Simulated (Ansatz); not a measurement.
# MoHCl2F4: frequency calculation

The run: frequency calculation of MoHCl2F4, multiplicity 2. Method and program: UKS PBE/def2-SVP (Ansatz 0.2.0).

It belongs to a series of runs on one base structure; here: vibrations at the highest image of the band. Figures and captions count atoms from 1; the log counts them from 0 in places.

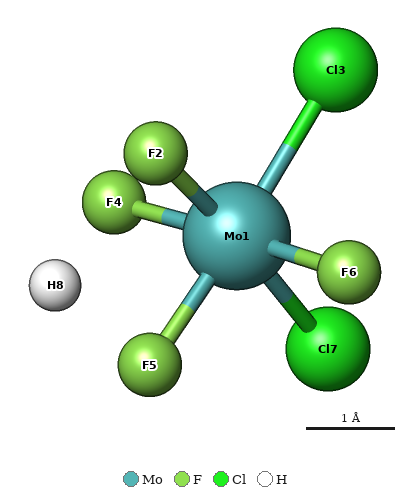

The input geometry (ball-and-stick view, seen at a tilt; atoms are numbered from 1 in the order of the input). Sticks mark near contacts.

The input:
```yaml
crystal:
  periodic: [false, false, false]
  atoms:
    - { symbol: Mo, position_ang: [0.228321, 0.0, 0.055687] }
    - { symbol: F, position_ang: [0.703972, 0.0, 1.871604] }
    - { symbol: Cl, position_ang: [2.429258, 0.0, -0.576157] }
    - { symbol: F, position_ang: [0.188679, 1.847614, 0.13239] }
    - { symbol: F, position_ang: [-1.530336, 0.0, 0.710463] }
    - { symbol: F, position_ang: [0.188679, -1.847615, 0.132389] }
    - { symbol: Cl, position_ang: [-0.518167, 0.0, -2.108835] }
    - { symbol: H, position_ang: [-1.150406, 1.0e-06, 2.732459] }
magnetization:
  spin_polarized: true
  initial_magnetization: 1
basis:
  gaussian: { orbitals: def2-SVP }
hamiltonian:
  xc: pbe
phonons: {}
```

Run as:
```bash
ansatz run input.yaml --threads 4 --pin off --max-ram 5120MiB --backend cpu --events-out ev --progress --plain --runs-dir out
```

Log:
```
Engine: ansatz 0.2.0, aarch64-unknown-linux-gnu
Functional definition: PBE
  parameter kappa = 0.804
  parameter beta = 0.06672455060314922
  exchange = pbe_x(kappa = kappa, mu = beta*pi^2/3)
  correlation = pbe_c(beta = beta)
1343 factors; their error is unknown
mean field evaluation 1: about -37744.1615 eV, gradient 5.0e1 eV
mean field evaluation 2: about -37510.8018 eV, gradient 2.3e2 eV
mean field evaluation 4: about -37748.3972 eV, gradient 2.5e1 eV
mean field evaluation 8: about -37752.8941 eV, gradient 1.0e0 eV
mean field evaluation 16: about -37752.8332 eV, gradient 1.9e-2 eV
mean field evaluation 32: about -37750.3633 eV, gradient 1.7e-4 eV
mean field evaluation 64: about -37750.4132 eV, gradient 8.3e-1 eV
mean field evaluation 96: about -37750.9136 eV, gradient 5.4e0 eV
mean field -37752.83315821 eV, -1387.3910287749 hartree, gradient 4.9e-5 eV, S^2 0.756626; 7 other end points of the search recorded, 0 dependent functions left out
the calculation of the forces begins
reference -37752.83323198 eV, -1387.3910314860 hartree; 43, 42 occupied and 85, 86 virtual orbitals, 1343 factors
these checks for a lower state are left out or cut short: stability, starts, cluster_reference, orbital_swaps, neighbouring_geometries, increment
1343 factors; their error is unknown
mean field -37752.83304214 eV, -1387.3910245093 hartree, gradient 2.5e-6 eV, S^2 0.756663; 0 other end points of the search recorded, 0 dependent functions left out
[... from here on the field's lines of each further geometry are left out, up to the last ...]
the calculation of the forces begins
reference -37752.83323050 eV, -1387.3910314315 hartree; 43, 42 occupied and 85, 86 virtual orbitals, 1343 factors
these checks for a lower state are left out or cut short: stability, starts, cluster_reference, orbital_swaps, neighbouring_geometries, increment
1343 factors; their error is unknown
mean field -37752.83315938 eV, -1387.3910288177 hartree, gradient 2.4e-6 eV, S^2 0.756657; 0 other end points of the search recorded, 0 dependent functions left out
the calculation of the forces begins
reference -37752.83323315 eV, -1387.3910315287 hartree; 43, 42 occupied and 85, 86 virtual orbitals, 1343 factors
WARN: phonons: modes at or below zero, which the zero-point energy, F, S and C_V leave out: 1, the lowest at -351.97 cm⁻¹. A minimum has none, and a first-order saddle one
Total energy: -37752.83323198 eV, -1387.3910314860 hartree
Atom 0 at     0.228321     0.000000     0.055687 Å, force     0.000759    -0.000000    -0.000240 eV/Å
Atom 1 at     0.703972     0.000000     1.871604 Å, force     0.000373     0.000000     0.000410 eV/Å
Atom 2 at     2.429258     0.000000    -0.576157 Å, force    -0.000165     0.000000    -0.000016 eV/Å
Atom 3 at     0.188679     1.847614     0.132390 Å, force     0.000105    -0.000049    -0.000205 eV/Å
Atom 4 at    -1.530336     0.000000     0.710463 Å, force    -0.001047     0.000000     0.000658 eV/Å
Atom 5 at     0.188679    -1.847615     0.132389 Å, force     0.000105     0.000049    -0.000205 eV/Å
Atom 6 at    -0.518167     0.000000    -2.108835 Å, force    -0.000006    -0.000000     0.000348 eV/Å
Atom 7 at    -1.150406     0.000001     2.732459 Å, force    -0.000125     0.000000    -0.000750 eV/Å
Dipole moment:     0.003057    -0.000000    -0.005334 e Å
Vibrations: -351.97 94.32 103.17 134.55 135.92 184.63 208.45 233.15 241.81 269.22 297.02 351.90 371.38 398.39 623.25 624.00 670.55 709.57 cm⁻¹, zero-point energy 0.350335 eV
```

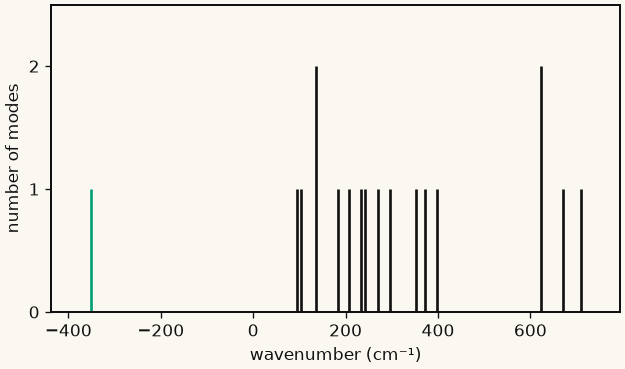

Harmonic vibrational wavenumbers from the force constants; neighbouring modes closer than 5 cm⁻¹ are counted in one stick, and imaginary ones are drawn at negative wavenumbers. 18 modes from 352i to 710 cm⁻¹, 1 imaginary beyond 8i (352i cm⁻¹): a first-order saddle point, if the geometry is stationary.

Summary:

- outcome: converged
- total energy: −37752.8332 eV
- mean-field energy: −37752.8332 eV
- ⟨S²⟩: 0.757
- largest force (length of the vector): 0.001 eV/Å
- hardware: 4 threads of Arm Neoverse V2, 24 GiB of memory available, shared host
- wall time: 58 s (CPU time 3.7 min)
- peak memory: 0.37 GiB
